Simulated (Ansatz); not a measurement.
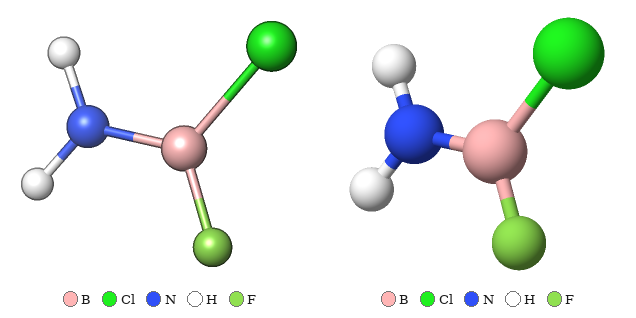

Two views of one molecule.

The geometry was computed by an optimisation with PBE0-D4/def2-TZVP.

What does the picture show?

It has 6 atoms: 1 boron, 1 chlorine, 1 fluorine, 2 hydrogen and 1 nitrogen (BClFH2N). This geometry has Cs symmetry. All atoms lie on one plane. Coordination: 1 B trigonal planar; 1 N trigonal planar.

More results for the same structure follow; atom numbers are the same in all pictures, views and colours differ.

### Shape

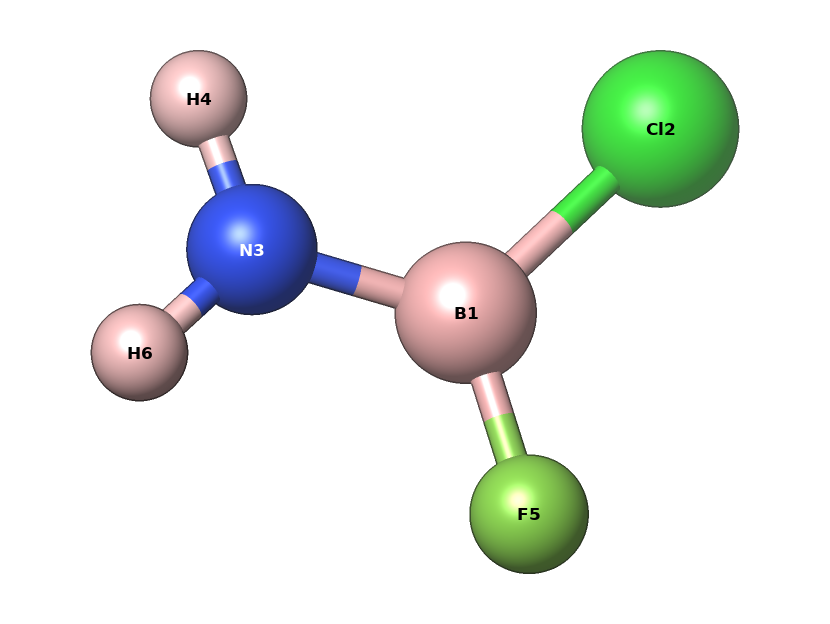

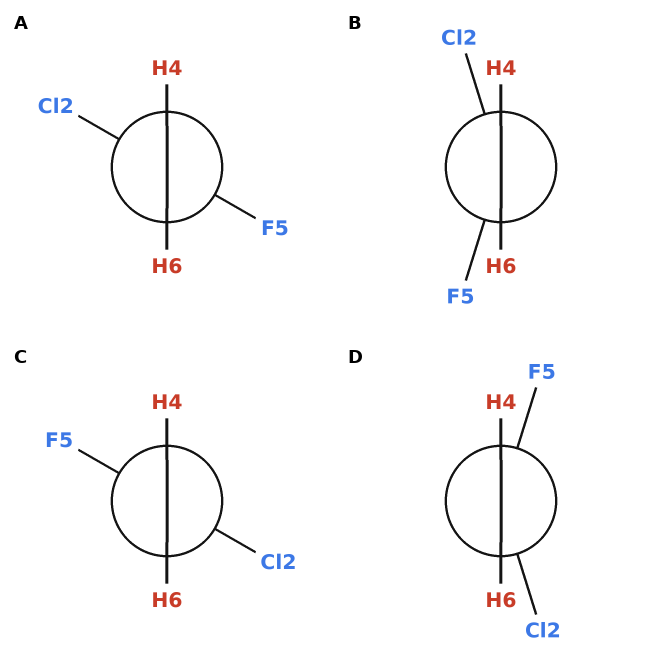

Distant atoms are faded towards the background colour. Bonds that would overlap in a projection are set slightly apart.

Question: Which Newman projection shows the view along N3–B1, with N3 in front?

Answer: B. The torsion angle H4–N3–B1–Cl2 is 0°, synperiplanar (eclipsed).

### Thermal motion

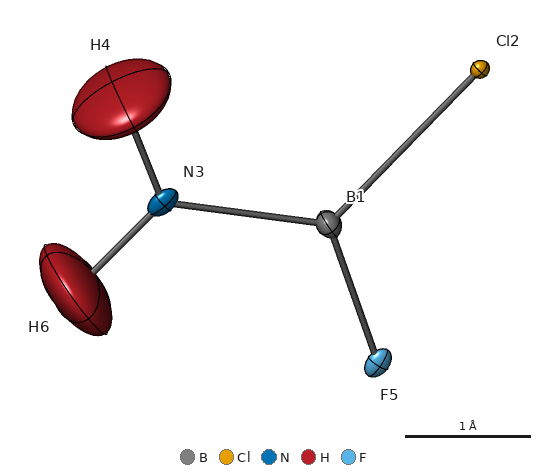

Displacement ellipsoids at the 50 % level, enlarged 1.5 times, from the internal vibrations of the free molecule (harmonic, no overall translation or rotation; no half-axis is drawn under 0.075 Å). Vibrations computed with RKS PBE0-D4/def2-TZVP (Ansatz 0.2.0). Temperature: 600 K.

Question: Which atom moves most?

Answer: H6, with U_eq = 0.0309 Å².

Question: Does H4 move more along its bond or across it?

Answer: Across it: the root-mean-square amplitude is 0.079 Å along the bond and up to 0.228 Å across, since bending and torsion are softer than stretching.

Give the displacement parameters, one line for each set of equivalent atoms.

| atom | U_eq (Å²) | rms amplitudes (Å) |
| --- | --- | --- |
| B1 | 0.0027 | 0.042, 0.050, 0.062 |
| Cl2 | 0.00066 | 0.006, 0.028, 0.034 |
| N3 | 0.0021 | 0.032, 0.041, 0.060 |
| H4 | 0.0307 | 0.076, 0.185, 0.228 |
| F5 | 0.0017 | 0.014, 0.041, 0.057 |
| H6 | 0.0309 | 0.086, 0.171, 0.237 |

### Charges

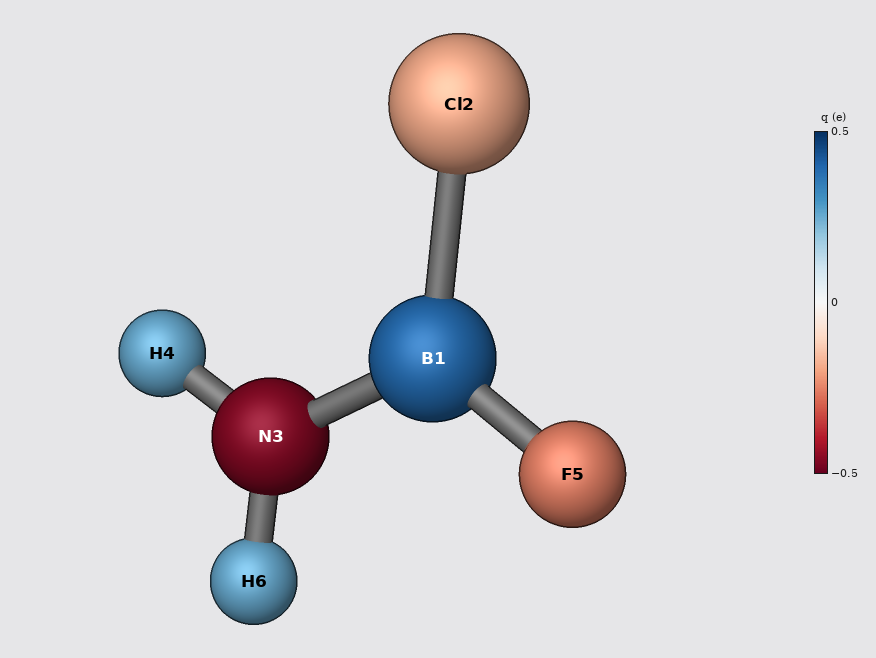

Atoms are coloured by their Mulliken charges. Level of theory: RKS PBE0-D4/def2-TZVP (Ansatz 0.2.0).

Give the Mulliken charges atom by atom.

| atom | value (e) |
| --- | --- |
| B1 | 0.39 |
| Cl2 | −0.19 |
| N3 | −0.46 |
| H4 | 0.25 |
| F5 | −0.25 |
| H6 | 0.25 |

### Dipole moment

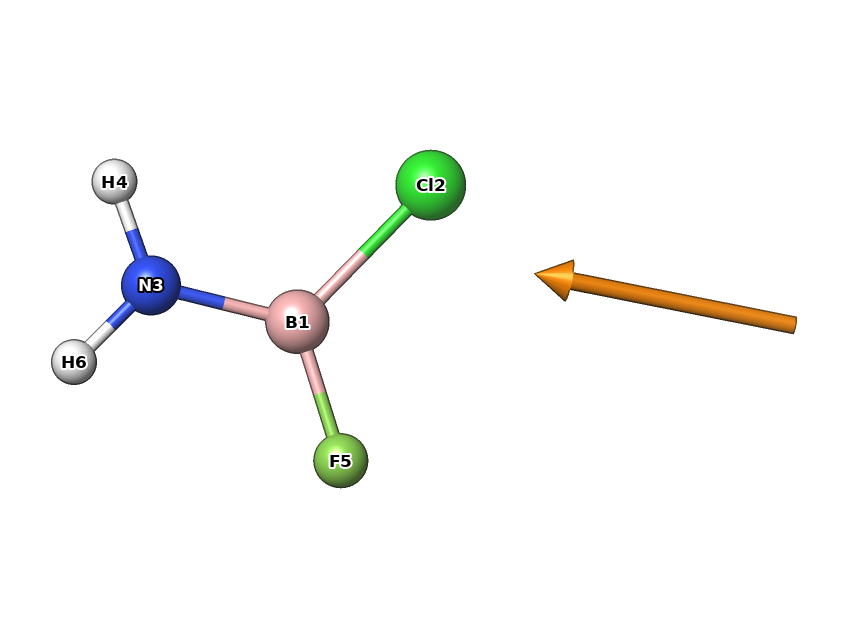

The arrow beside the molecule shows the direction of the dipole moment, from the negative to the positive end (its length means nothing). Level of theory: RKS PBE0-D4/def2-TZVP (Ansatz 0.2.0).

Question: Estimate the dipole moment.

Answer: 2.81 D; it points from the side of Cl2 to the side of H4, H6 (the outermost atoms at the two ends).

Mulliken values depend strongly on the basis set and can even reverse the polarity of a bond.
